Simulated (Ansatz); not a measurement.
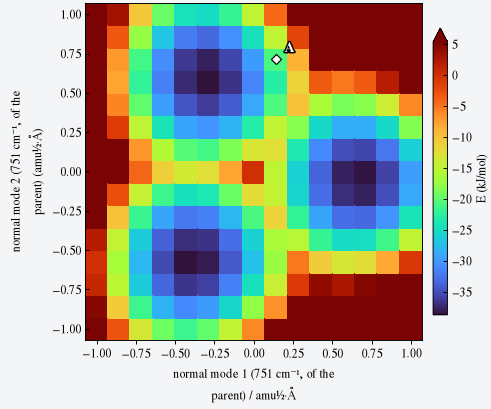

AlH4, spin multiplicity 2. 
- The first coordinate is: normal mode 1 (751 cm⁻¹, of the parent); the second: normal mode 2 (751 cm⁻¹, of the parent).
- Nothing is relaxed (straight displacements along the two mass-weighted modes).
- The grid has 15 × 15 points.
- Points are written as (first, second).
- Energies are in kJ/mol, from the ion of charge +0 at the geometry of the relaxed parent of charge -1.
- Energies and slopes of some neighbouring points disagree (a jump in structure or state, or too coarse a mesh). Near the degeneracy a single determinant is a rough description.
- Level of theory: Ansatz 0.2.0, UKS PBE0-D4/def2-TZVPD.

In the figure: one coloured cell a grid point, one colour for all values above the top of the scale, the point A.

Q: Which way does the force act at A, and how strong is it?

A: A, at (0.143 amu½·Å, 0.715 amu½·Å), is not a stationary point. The computed force is 74 kJ/mol for each amu½·Å towards smaller values of the first coordinate and 28 kJ/mol for each amu½·Å towards smaller values of the second coordinate.
